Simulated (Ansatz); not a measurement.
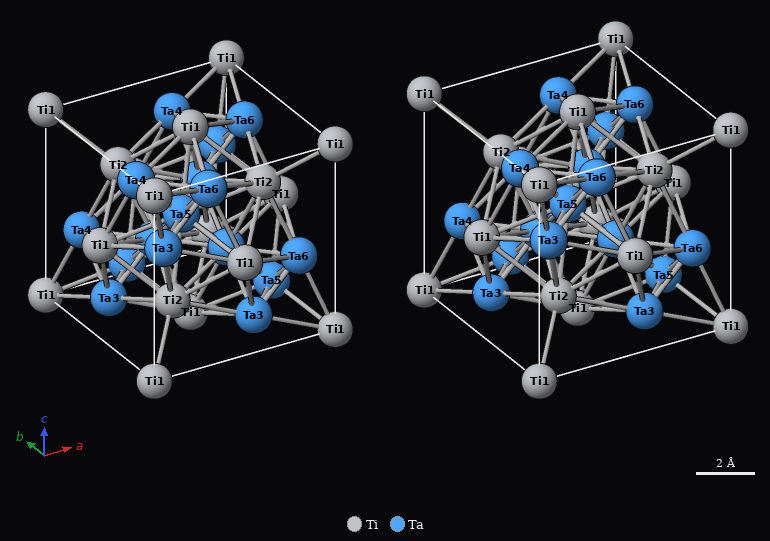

Two geometries of a crystal of Ta$_{2}$Ti (built on the cubic Laves (C15)_227 type) (coarse preliminary run), drawn at one scale. One is the start of a relaxation, the other its converged end. A ball-and-stick model of the conventional cell (4 times the calculation's cell), seen from a free direction. Lengths and directions refer to the drawn axes.

Computed with DFT PBE, scalar-relativistic, plane waves, PAW in Ansatz 0.2.0. Settings: plane-wave cutoff 420 eV; k-point mesh 4 × 4 × 4; occupations gaussian; smearing width 0.1 eV; no spin polarisation; cell and atoms relaxed; force threshold 0.04 eV/Å; at most 70 steps.

### Which geometry has the lower energy?

The right one is the relaxed one. Case: cubic Laves (C15) type (Fd-3m, No. 227). No atom moves by more than 0.005 Å relative to the cell. Cell: a = b = c 7.284 → 7.710 Å (+5.9 %). Volume +18.6 %. Near-neighbour distances that change, for instance: Ti1–Ti2 3.154 → 3.339 Å, Ti1–Ta3 3.020 → 3.197 Å, Ta3–Ta4 2.575 → 2.726 Å. The space group stays Fd-3m (No. 227). After 3 accepted moves (4 points after the start) the energy has fallen by 287 meV per atom. All forces vanish by symmetry, so only the cell relaxes. Pressure: 35.44 GPa at the start and 0.09 GPa at the end. The SCF was repeated once at an unchanged geometry on a basis and grid sized afresh for the cell, which shifted the energy by 1.9 meV per atom at most.
